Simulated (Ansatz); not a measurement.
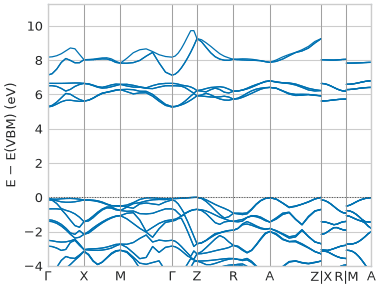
*Band structure from r²SCAN with spin–orbit coupling in the plane-wave PAW code Ansatz*

The gap is 5.27 eV; an edge lies off the plotted path or next to a special point (maximum on the Γ–Z line, 96 % of the way from Γ, minimum at Γ).

The material is HfO₂ in space group P4_2/nmc (No. 137; Hf on 2a, O on 4d).

This is a known high-temperature phase of the composition, computed here at zero pressure and temperature. The cell was relaxed with r²SCAN under the symmetry of its start; of distortions, only those at the zone centre were tested. No spin polarisation was allowed.

Potentials: the later of the program's two PAW sets.
